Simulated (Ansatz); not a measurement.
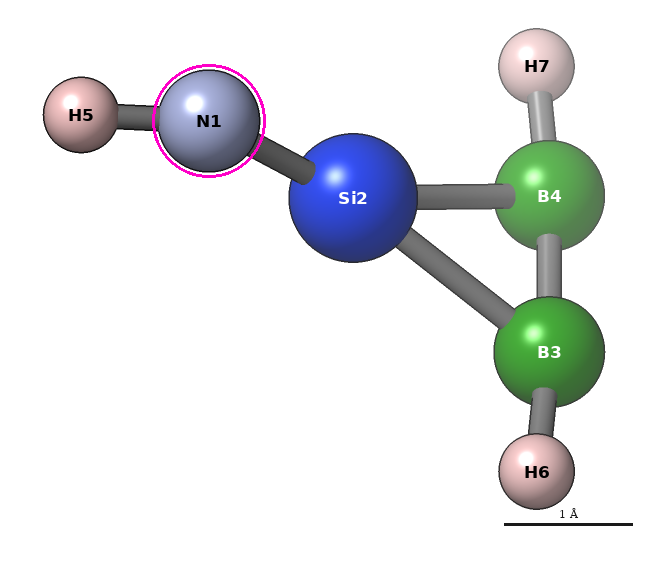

Orthographic view. Distant atoms are faded towards the background colour. The computed structure is the end point of a PBE0-D4/def2-TZVP optimisation. No frequency run is at hand to confirm it as a minimum.

Question: Which atoms are bonded to the circled atom?

Answer: The circled atom is N1; it is bonded to Si2, H5.

Question: Which atom is farthest from the viewer?

Answer: H7, 1.7 Å behind the mean position.

Question: Of Si2 and B4, which is nearer the viewer?

Answer: Si2; the bond to B4 points away from the viewer, so it looks shorter than its 2.01 Å.

Question: What is the shortest path along bonds from the circled atom to H7?

Answer: N1–Si2–B4–H7, 3 bonds; through space the two are 3.81 Å apart.
